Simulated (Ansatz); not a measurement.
BrH₃Si₃ (SMILES [SiH2]=[Si]=[SiH]Br)

Input file:

```
crystal:
  periodic: [false, false, false]
  atoms:
    - symbol: Br
      position_ang: [-2.950944, 3.783219, -2.667432]
    - symbol: Si
      position_ang: [-0.792568, -0.694508, -1.807031]
    - symbol: Si
      position_ang: [-0.497538, 1.321267, -0.798316]
    - symbol: Si
      position_ang: [-2.374067, 1.690965, -2.032839]
    - symbol: H
      position_ang: [-1.947812, -1.292279, -2.574866]
    - symbol: H
      position_ang: [0.358538, -1.662040, -1.927667]
    - symbol: H
      position_ang: [-3.402494, 0.813807, -2.705506]
basis:
  gaussian: {orbitals: def2-TZVPD}
total_charge: 0
hamiltonian: {xc: {name: PBE0}}
output: {forces: true, orbitals: {seedname: orbitals}}
```

Run with:

```sh
ansatz run input.yaml --threads 1 --pin off --max-ram 2610MiB --events-out events.jsonl --progress --plain --runs-dir runs
```

Geometry: BLYP-D3(BJ)/def2-SVP.

These are results of Ansatz 0.2.0, isolated molecule in a Gaussian basis; Kohn-Sham density functional theory, functional PBE0, not measurements.

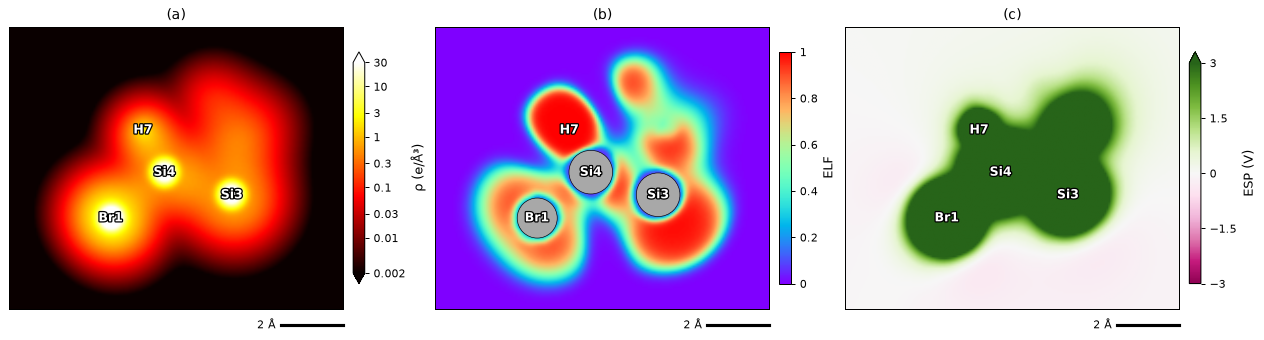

Figure 1. (a) electron density; (b) electron localisation function; (c) electrostatic potential on the plane of atoms Br1, Si4 and Si3. Grey discs cover the atomic cores in the ELF map.

### Describe what can be read from this map.

Atoms in the plane: Br, Si and H.
Si–Br (2.26 Å): ρ at the midpoint is about 0.72 e/Å³, with its minimum of 0.56 e/Å³ about 0.8 Å from Si; the ELF peaks at about 0.85 between the atoms: a shared but strongly polarised pair.
Si–Si (2.28 Å): the density is about 0.58 e/Å³ at the midpoint; the ELF peaks at about 0.90 between the atoms (a covalent bond).
Si–H (1.51 Å): the density is about 0.8 e/Å³ at the midpoint; the ELF climbs to about 1 towards the hydrogen, as it does in any bond to H.
The ELF also peaks beside Br1 and Si3, away from the bonds: lone-pair regions.
Outside the dense part of the molecule the potential is most negative (−0.4 V) near Br1.

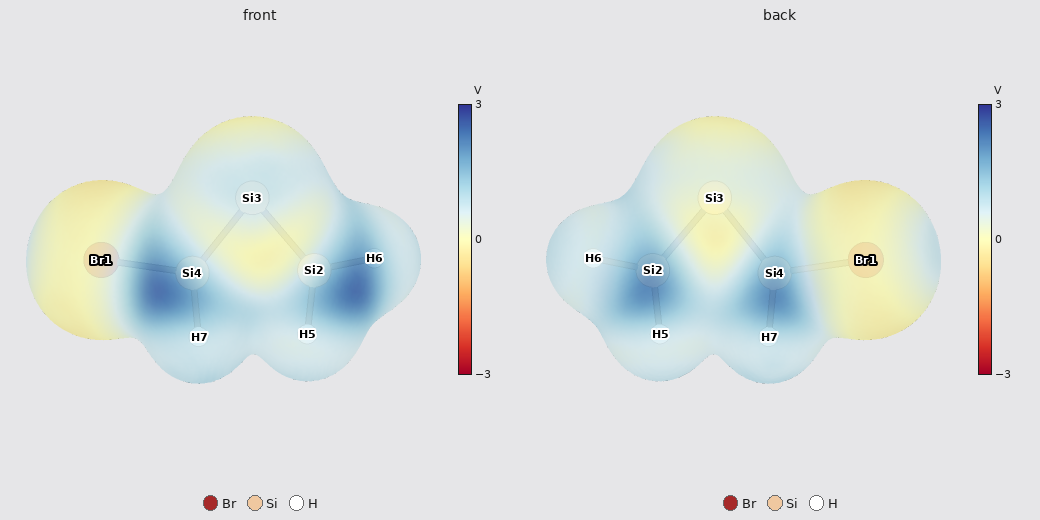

Figure 2. The molecular electrostatic potential painted on the density surface at 0.004 e/bohr³, seen from the front and from behind; the colour scale runs from red (negative) to blue (positive).

### Where is the surface potential most negative and most positive?

The most negative region (about −0.3 V) lies over Br1, the most positive (about +2.4 V) over Si2 and Si4. Br1 shows a σ-hole: about +0.8 V at the tip opposite its bond, against about −0.1 V on its flanks.

### What dipole moment does the calculation give?

Its dipole moment is 1.63 D.

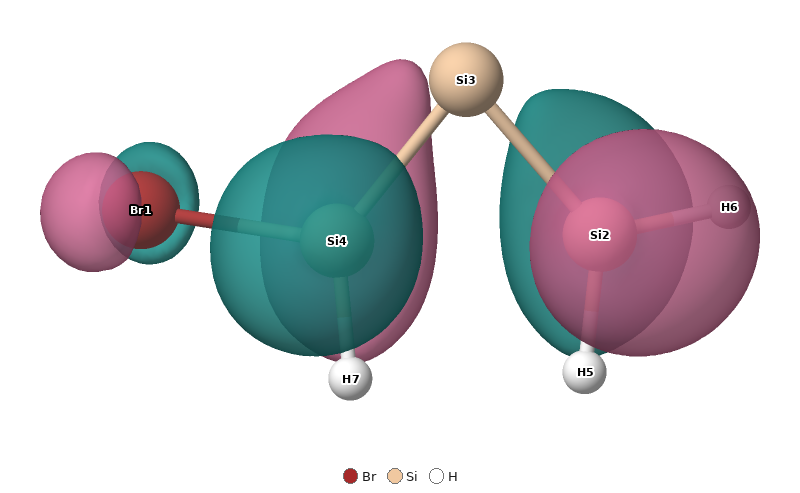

Figure 3. The LUMO at ±0.1 Å⁻³ᐟ² (teal and pink are the two phases), seen across its widest extent.

### Describe this orbital and give its energy.

It lies mainly on Si2 (about 40 %), Si4 (about 35 %), Si3 (about 10 %) and Br1 (about 10 %). Its energy is −2.86 eV.

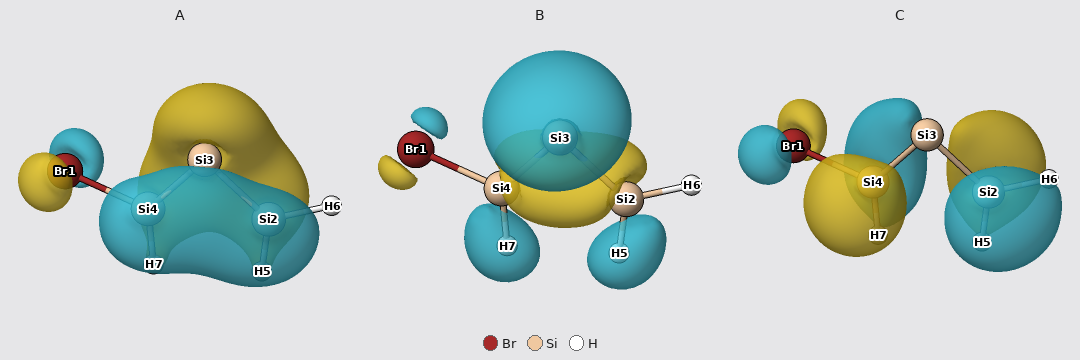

Figure 4. Three frontier orbitals at ±0.08 Å⁻³ᐟ² (yellow and cyan are the two phases), in no order.

### Order the three orbitals by energy and name them.

B is the HOMO−1 (−7.39 eV). By Hirshfeld shares it lies mainly on Si3 (about 60 %), Si2 (about 15 %) and Si4 (about 15 %). A is the HOMO (−6.53 eV). It lies mainly on Si3 (about 35 %), Si2 (about 30 %) and Si4 (about 25 %); π-bonding across Si3–Si2. C is the LUMO (−2.86 eV). By Hirshfeld shares it lies mainly on Si2 (about 40 %), Si4 (about 35 %), Si3 (about 10 %) and Br1 (about 10 %).

### What is the HOMO–LUMO gap?

3.67 eV between the orbital energies.
